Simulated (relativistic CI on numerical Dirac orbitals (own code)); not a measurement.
## Relativistic CI calculation for Gd³⁺

Gd³⁺. Computed at this level: Dirac-Coulomb-Breit CI, KLI orbitals optimised for each configuration, model QED (radiative potential, 1s self-energy scaled to tabulated hydrogen-like ionisation energies), valence Slater integrals scaled by 0.8, one configuration in a parametric crystal field (relativistic CI on numerical Dirac orbitals, in-house).

## Input file
```
atom Gd  Z=64  charge=3  electrons=61
nucleus A=158  rms_radius_fm=5.1569
hamiltonian dirac-coulomb  breit=on  qed=on  c_scale=1
orbitals kli  potential=per-configuration
slater_scale 0.8
correlation none
mixing on
configurations
  [Xe] 4f7
end
crystal_field Oh B40=-1120 B60=-630
```

Hardware: 1 CPU thread, shared host.

The program writes its results to a structured record and prints no log; tables and figures of this report are taken from that record.

## The lowest 45 levels

| Configuration | Level | E (cm⁻¹) | LS purity (%) |
| --- | --- | --- | --- |
| 4f⁷ | ⁸S°₇/₂ | 0 | 97 |
| 4f⁷ | ⁶P°₇/₂ | 29,690 | 73 |
| 4f⁷ | ⁶P°₅/₂ | 30,320 | 82 |
| 4f⁷ | ⁶P°₃/₂ | 30,910 | 89 |
| 4f⁷ | ⁶I°₇/₂ | 32,520 | 91 |
| 4f⁷ | ⁶I°₉/₂ | 32,890 | 94 |
| 4f⁷ | ⁶I°₁₇/₂ | 32,910 | 95 |
| 4f⁷ | ⁶I°₁₁/₂ | 33,190 | 95 |
| 4f⁷ | ⁶I°₁₅/₂ | 33,300 | 97 |
| 4f⁷ | ⁶I°₁₃/₂ | 33,350 | 97 |
| 4f⁷ | ⁶D°₉/₂ | 37,060 | 91 |
| 4f⁷ | ⁶D°₁/₂ | 38,030 | 98 |
| 4f⁷ | ⁶D°₇/₂ | 38,110 | 78 |
| 4f⁷ | ⁶D°₃/₂ | 38,290 | 88 |
| 4f⁷ | ⁶D°₅/₂ | 38,430 | 80 |
| 4f⁷ | J = 7/2 (odd, mixed) | 46,120 | 19 |
| 4f⁷ | [(4f₅/₂)⁵ (4f₇/₂)²] J = 5/2 | 47,210 | 32 |
| 4f⁷ | J = 9/2 (odd, mixed) | 47,790 | 51 |
| 4f⁷ | J = 11/2 (odd, mixed) | 47,850 | 49 |
| 4f⁷ | [(4f₅/₂)⁴ (4f₇/₂)³] J = 3/2 | 48,250 | 39 |
| 4f⁷ | J = 7/2 (odd, mixed) | 49,260 | 45 |
| 4f⁷ | ⁴N°₁₇/₂ | 49,490 | 73 |
| 4f⁷ | ⁶G°₁₃/₂ | 49,670 | 80 |
| 4f⁷ | J = 1/2 (odd, mixed) | 49,820 | 52 |
| 4f⁷ | ⁴N°₂₃/₂ | 50,510 | 93 |
| 4f⁷ | ⁴N°₁₉/₂ | 50,560 | 88 |
| 4f⁷ | J = 9/2 (odd, mixed) | 50,670 | 32 |
| 4f⁷ | ⁴N°₂₁/₂ | 50,980 | 97 |
| 4f⁷ | J = 5/2 (odd, mixed) | 51,050 | 39 |
| 4f⁷ | [(4f₅/₂)³ (4f₇/₂)⁴] J = 3/2 | 51,350 | 48 |
| 4f⁷ | J = 7/2 (odd, mixed) | 51,570 | 43 |
| 4f⁷ | J = 11/2 (odd, mixed) | 51,890 | 33 |
| 4f⁷ | J = 13/2 (odd, mixed) | 52,280 | 40 |
| 4f⁷ | ⁶F°₅/₂ | 52,310 | 61 |
| 4f⁷ | J = 17/2 (odd, mixed) | 52,410 | 45 |
| 4f⁷ | ⁴L°₁₅/₂ | 52,540 | 66 |
| 4f⁷ | J = 7/2 (odd, mixed) | 52,550 | 50 |
| 4f⁷ | J = 13/2 (odd, mixed) | 52,860 | 49 |
| 4f⁷ | ⁶F°₃/₂ | 52,860 | 62 |
| 4f⁷ | J = 11/2 (odd, mixed) | 52,950 | 51 |
| 4f⁷ | J = 9/2 (odd, mixed) | 52,950 | 43 |
| 4f⁷ | [(4f₅/₂)³ (4f₇/₂)⁴] J = 1/2 | 53,610 | 51 |
| 4f⁷ | ⁴L°₁₉/₂ | 53,940 | 89 |
| 4f⁷ | J = 5/2 (odd, mixed) | 54,200 | 35 |
| 4f⁷ | ⁴K°₁₁/₂ | 54,900 | 83 |

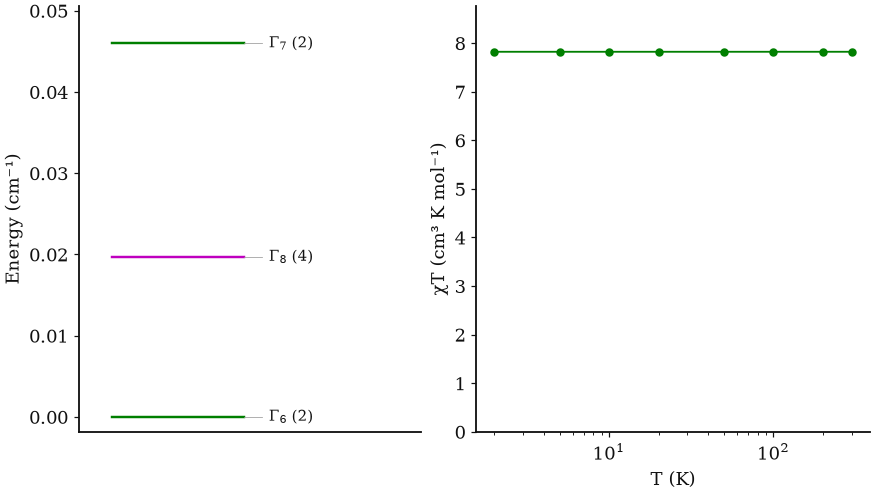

Gd³⁺ (4f⁷) in a field of Oh symmetry with B40 = −1,120, B60 = −630 cm⁻¹ (Wybourne parameters). Labels give the double-group representation and, in brackets, the degeneracy; the lowest 3 of 1146 levels are drawn. One open-shell configuration in a parametric field without covalency; powder susceptibility by Van Vleck's formula. The free ion's lowest level is ⁸S°₇/₂. The ground level is Γ₆, a Kramers doublet, with total spin S = 3.47 and J = 3.50 (from expectation values); its principal g values, for an effective spin of 1/2, are 4.65, 4.65 and 4.65. The next level lies at 0.020 cm⁻¹ (Γ₈). The field lowers the ground state by 0 cm⁻¹ against the free ion. χT is 7.82 cm³ K mol⁻¹ at 2 K, 7.82 at 50 K and 7.82 at 300 K, an effective moment of 7.91 μB at room temperature.

## Results in brief

```
           quantity                    value
            outcome                converged
       lowest level               4f⁷ ⁸S°₇/₂
first excited level  4f⁷ ⁶P°₇/₂, 29,695 cm⁻¹
    levels computed                     1146
           CPU time                     25 s
```
